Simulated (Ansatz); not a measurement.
## Two runs on CH$_{7}$NO$_{2}$Si

System: CH$_{7}$NO$_{2}$Si.
Method of the first run: RKS r2SCAN-D4/def2-TZVPP (Ansatz 0.2.0).

The geometry comes from this level: PBE0-D4/def2-TZVP. Text and figures count atoms from 1; the logs count them from 0 in places.

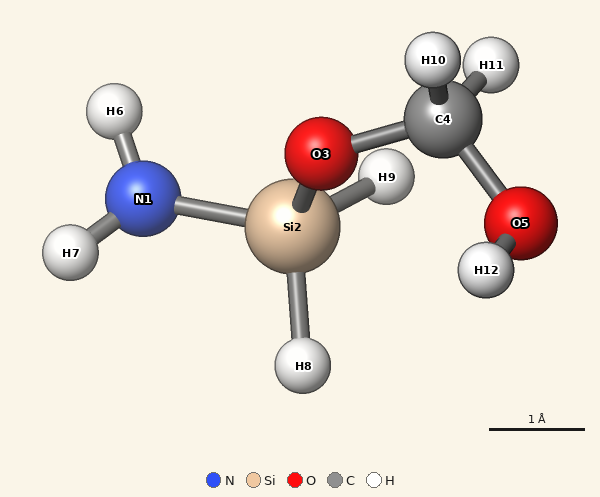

**Figure 1.** The structure (ball-and-stick view, seen at a tilt; atoms are numbered from 1 in the order of the input). Bond lengths as drawn: C–H 1.10 Å, C–O 1.40 Å, H–N 1.01 Å, H–O 0.96 Å, H–Si 1.48 to 1.49 Å, N–Si 1.70 Å and O–Si 1.66 Å.

### Input file, the first run
```yaml
crystal:
  periodic: [false, false, false]
  atoms:
    - {symbol: N, position_ang: [-2.376786, -0.321600, -0.357180]}
    - {symbol: Si, position_ang: [-0.731199, -0.028577, -0.676143]}
    - {symbol: O, position_ang: [0.216320, -0.250714, 0.668511]}
    - {symbol: C, position_ang: [1.437436, 0.401826, 0.839548]}
    - {symbol: O, position_ang: [2.397516, -0.001091, -0.090231]}
    - {symbol: H, position_ang: [-2.900345, 0.247474, 0.287256]}
    - {symbol: H, position_ang: [-2.751717, -1.253384, -0.415981]}
    - {symbol: H, position_ang: [-0.343919, -0.981759, -1.743403]}
    - {symbol: H, position_ang: [-0.539823, 1.386523, -1.090321]}
    - {symbol: H, position_ang: [1.761575, 0.199189, 1.866634]}
    - {symbol: H, position_ang: [1.330412, 1.482663, 0.694805]}
    - {symbol: H, position_ang: [2.577531, -0.935549, 0.050502]}
basis:
  gaussian: {orbitals: def2-TZVPP}
hamiltonian: {xc: r2scan, dispersion: d4}
output: {forces: true, orbitals: {seedname: orbitals}}
```

Command:
```bash
ansatz run in.yaml --threads 4 --pin off --events-out ev --progress --plain --max-ram 10444MiB
```

Hardware: 4 threads of Arm Neoverse V1, 23 GiB of memory available, shared host.

### Output (the first run)
```
Functional definition: r2SCAN
  parameter k0 = 0.174
  parameter k1 = 0.065
  parameter a1 = 4.9479
  exchange = r2scan_x(k0 = k0, k1 = k1, a1 = a1)
  correlation = r2scan_c
1338 factors; their error is unknown
mean field evaluation 1: about -14600.1209 eV, gradient 8.8e1 eV
mean field evaluation 2: about -14574.3163 eV, gradient 1.4e2 eV
mean field evaluation 4: about -14613.4220 eV, gradient 9.7e0 eV
mean field evaluation 8: about -14613.5820 eV, gradient 2.3e-1 eV
mean field evaluation 16: about -14613.5497 eV, gradient 4.3e-4 eV
mean field -14613.54965943 eV, -537.0380445644 hartree, gradient 4.7e-5 eV, S^2 0.000000; 0 other end points of the search recorded, 0 dependent functions left out
the calculation of the forces begins
reference -14613.54967245 eV, -537.0380450430 hartree; 25, 25 occupied and 239, 239 virtual orbitals, 1338 factors
Total energy: -14613.60447213 eV, -537.0400588940 hartree
Atom 0 at    -2.376786    -0.321600    -0.357180 Å, force     0.022720     0.008905    -0.036747 eV/Å
Atom 1 at    -0.731199    -0.028577    -0.676143 Å, force     0.006207     0.011117    -0.071126 eV/Å
Atom 2 at     0.216320    -0.250714     0.668511 Å, force    -0.267093    -0.157442     0.015469 eV/Å
Atom 3 at     1.437436     0.401826     0.839548 Å, force     0.081240     0.234586     0.273608 eV/Å
Atom 4 at     2.397516    -0.001091    -0.090231 Å, force     0.216080    -0.020979    -0.251532 eV/Å
Atom 5 at    -2.900345     0.247474     0.287256 Å, force    -0.025703    -0.014017     0.018994 eV/Å
Atom 6 at    -2.751717    -1.253384    -0.415981 Å, force    -0.029861    -0.004364     0.016610 eV/Å
Atom 7 at    -0.343919    -0.981759    -1.743403 Å, force    -0.009730     0.019303     0.013274 eV/Å
Atom 8 at    -0.539823     1.386523    -1.090321 Å, force     0.001091    -0.023040     0.001506 eV/Å
Atom 9 at     1.761575     0.199189     1.866634 Å, force     0.000595    -0.007940     0.013523 eV/Å
Atom 10 at     1.330412     1.482663     0.694805 Å, force     0.005278     0.005128    -0.013032 eV/Å
Atom 11 at     2.577531    -0.935549     0.050502 Å, force    -0.000824    -0.051257     0.019454 eV/Å
Dipole moment:    -0.183297    -0.190558     0.284475 e Å
```

The input of the second run differs as follows (lines with − go, lines with + come):
```diff
-hamiltonian: {xc: r2scan, dispersion: d4}
+hamiltonian: {xc: pbe, dispersion: d4}
```

How does the second run compare with the first run?

The total energies belong to different models, so their difference says nothing on which is more stable or more accurate. The largest force goes from 0.369 to 0.696 eV/Å. The HOMO goes from −6.51 to −6.19 eV. The LUMO goes from 0.51 to −0.09 eV. On the same kind of shared host the second run took about 0.53 times as long.

### Output (the second run)
```
Functional definition: PBE
  parameter kappa = 0.804
  parameter beta = 0.06672455060314922
  exchange = pbe_x(kappa = kappa, mu = beta*pi^2/3)
  correlation = pbe_c(beta = beta)
1338 factors; their error is unknown
mean field evaluation 1: about -14589.5762 eV, gradient 9.6e1 eV
mean field evaluation 2: about -14539.2682 eV, gradient 1.7e2 eV
mean field evaluation 4: about -14605.4130 eV, gradient 1.8e1 eV
mean field evaluation 8: about -14605.9361 eV, gradient 2.5e-1 eV
mean field evaluation 16: about -14605.9034 eV, gradient 5.7e-4 eV
mean field -14605.90337836 eV, -536.7570489179 hartree, gradient 2.1e-5 eV, S^2 0.000000; 0 other end points of the search recorded, 0 dependent functions left out
the calculation of the forces begins
reference -14605.90342302 eV, -536.7570505592 hartree; 25, 25 occupied and 239, 239 virtual orbitals, 1338 factors
Total energy: -14606.12016538 eV, -536.7650156939 hartree
Atom 0 at    -2.376786    -0.321600    -0.357180 Å, force    -0.033365     0.058533    -0.155488 eV/Å
Atom 1 at    -0.731199    -0.028577    -0.676143 Å, force     0.006632     0.072454    -0.300239 eV/Å
Atom 2 at     0.216320    -0.250714     0.668511 Å, force    -0.262428    -0.330705     0.380179 eV/Å
Atom 3 at     1.437436     0.401826     0.839548 Å, force     0.065184     0.162407     0.229397 eV/Å
Atom 4 at     2.397516    -0.001091    -0.090231 Å, force     0.376062     0.327813    -0.485122 eV/Å
Atom 5 at    -2.900345     0.247474     0.287256 Å, force    -0.193797     0.183700     0.220975 eV/Å
Atom 6 at    -2.751717    -1.253384    -0.415981 Å, force    -0.144415    -0.312202    -0.012100 eV/Å
Atom 7 at    -0.343919    -0.981759    -1.743403 Å, force     0.020218    -0.106780    -0.129526 eV/Å
Atom 8 at    -0.539823     1.386523    -1.090321 Å, force     0.016364     0.166015    -0.054020 eV/Å
Atom 9 at     1.761575     0.199189     1.866634 Å, force     0.062946    -0.032644     0.265300 eV/Å
Atom 10 at     1.330412     1.482663     0.694805 Å, force    -0.007174     0.267316    -0.036207 eV/Å
Atom 11 at     2.577531    -0.935549     0.050502 Å, force     0.093773    -0.455907     0.076850 eV/Å
Dipole moment:    -0.186383    -0.191689     0.276405 e Å
```

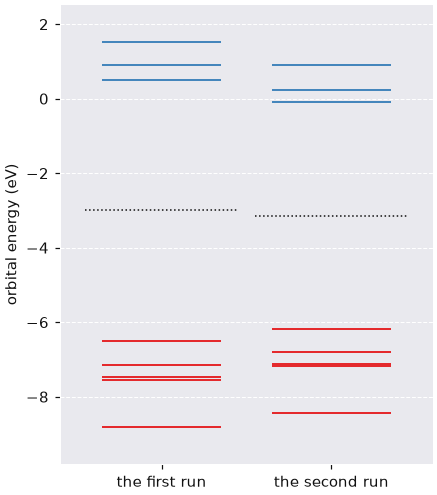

**Figure 2.** The five highest filled and three lowest empty orbital energies of the two runs; the dotted lines part filled from empty levels. The HOMO–LUMO gap is 7.01 eV in the first run and 6.10 eV in the second run.

### The two runs side by side

| quantity | the first run | the second run |
| --- | --- | --- |
| outcome | converged | converged |
| total energy (hartree) | −537.040059 | −536.765016 |
| HOMO (eV) | −6.51 | −6.19 |
| LUMO (eV) | 0.51 | −0.09 |
| dipole moment (D) | 1.87 | 1.85 |
| largest force (eV/Å) | 0.369 | 0.696 |
| basis functions | 264 | 264 |
| wall time (shared host) | 4.9 s | 2.6 s |
